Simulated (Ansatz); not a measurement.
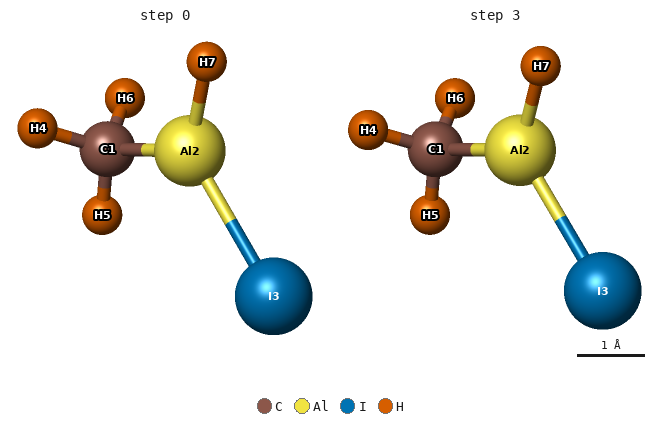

The structure of CH₄AlI (coarse preliminary run) before (left) and after (right) a relaxation, at one scale.

The picture is a ball-and-stick view, seen from a free direction.

The start comes from a force field.

Level of theory: RKS PBE-D4/def2-SVP (Ansatz 0.2.0). Settings: force threshold 0.03 eV/Å; at most 200 steps.

Q: What changed between the two?

A: H7 moves most after the best rigid fit: 0.094 Å. By element the largest moves are H 0.094 Å, I 0.084 Å, C 0.031 Å, Al 0.010 Å. Some distances before and after: Al2–I3 2.570 → 2.501 Å, C1–H4 1.163 → 1.112 Å, C1–Al2 1.925 → 1.955 Å, Al2–H7 1.622 → 1.595 Å. Among the angles between lasting bonds that change: I3–Al2–H7 120.2° → 116.1°, C1–Al2–H7 120.7° → 124.2°, Al2–C1–H6 113.3° → 110.7°. Over 3 geometry steps the energy falls by 8.56 kJ/mol. The largest force component goes from 1.4 to 0.022 eV/Å.
